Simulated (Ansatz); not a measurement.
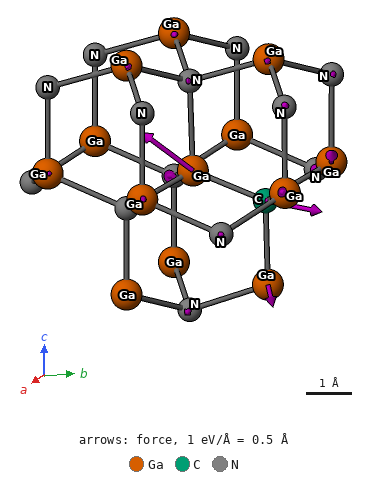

Starting geometry of a defect cell of composition Ga36CN35 with the computed forces as purple arrows. The picture is a ball-and-stick view of the atoms within 4.2 Å of the atom that moves most (axes of the cell of the calculation), seen slightly off an axis.

Case: C on a N site (b), charge +0, atoms relaxed at the host's cell.

All numbers below come from DFT PBE, scalar-relativistic, plane waves, PAW (Ansatz). Set-up: plane-wave cutoff 420 eV; k-point mesh 2 × 2 × 2; occupations gaussian; smearing width 0.01 eV; collinear spin; atoms relaxed in a fixed cell; force threshold 0.025 eV/Å; at most 45 steps.

Is this structure relaxed? If not, where do the atoms go?

It isn't relaxed: the largest force vector, on a Ga atom, is 2.98 eV/Å. The final displacements follow the starting forces only in part (cosine between the two patterns 0.82). After 3 geometry steps the energy has fallen by 0.401 eV per cell of the calculation. The largest force component goes from 2.3 to 0.0089 eV/Å. The atom that moves furthest is a Ga atom (0.14 Å along [1 −1 2]). Largest moves by element: Ga 0.14 Å, C 0.09 Å, N 0.03 Å. The cell stays as it was. Near-neighbour distances that change, for instance: C–Ga 1.812 → 1.973 Å, Ga–N 2.070 → 1.979 Å, Ga–N 1.899 → 1.984 Å, C–Ga 2.017 → 1.973 Å. Bond angles that change, for instance: C–Ga–N 115.3° → 109.5°, N–Ga–N 103.3° → 109.2°, Ga–C–Ga 114.4° → 108.8°. The program noted that the starting moments weren't kept. The run may lie on a higher electronic state than the lowest, so the end point isn't shown to be the ground-state structure.
